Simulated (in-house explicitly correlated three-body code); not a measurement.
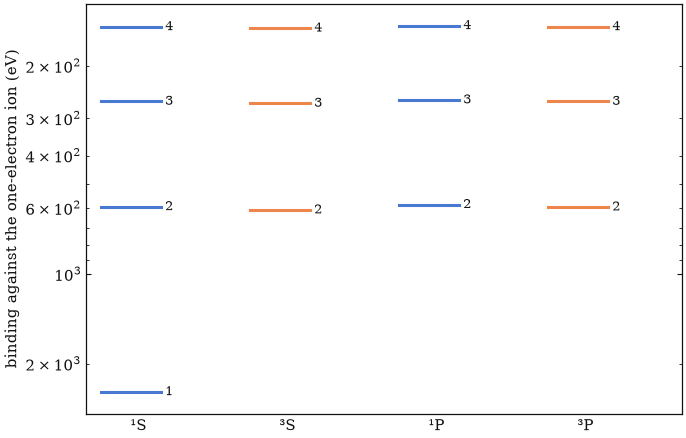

Two electrons around a point charge Z = 14.139. Computed variationally in 260 exponentially correlated functions with an in-house code, non-relativistic, converged to about 10⁻⁸ of the energy. The plot shows the bound S and P states that converged, by term and principal number n, on a logarithmic scale of binding.

Question: Describe the level scheme.

Answer: The ground state is bound by 2484 eV. The n = 2 states drawn run, from the deepest, 2 ³S (609.0 eV), 2 ³P (595.2 eV), 2 ¹S (593.9 eV), 2 ¹P (584.2 eV). Exchange puts 2 ³S below 2 ¹S by 15.1 eV and 2 ³P below 2 ¹P by 10.9 eV. Quantum defects n − (Z − 1)/√(2 E(binding)): 2 ³S 0.036, 2 ³P 0.013, 2 ¹S 0.011, 2 ¹P −0.005.
